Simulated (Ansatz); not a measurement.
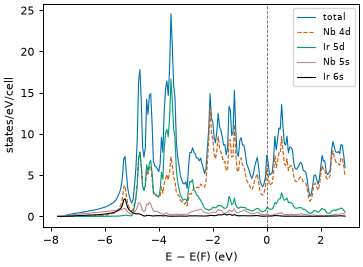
Fig. 1. Total and projected density of states of Nb3Ir (A15 (Cr3Si type), Pm-3n), plane-wave PAW PBEsol (Ansatz code)

Which orbitals carry the states next to the Fermi level?

Within 0.5 eV of the Fermi level: Nb 4d 73 %, Ir 5d 17 %. Projections are on Löwdin-orthogonalised atomic valence shells; empty p or d shells of many metals are not among them.

Where is the tallest occupied peak in this window, and what makes it?

Near -3.5 eV, about 25 states/eV per cell; the largest projected share is Ir 5d.

The first step of the workflow began from a Materials Project structure, measured or hypothetical; the Crystallography Open Database files this formula in space group No. 223, but the cells were not matched. Its standing as an ambient phase is unchecked. The cell was relaxed with PBEsol under the symmetry of its start; of distortions, only those at the zone centre were tested. No spin polarisation was allowed. Spin–orbit coupling is left out wherever it is not named.

Potentials: the later of the program's two PAW sets.
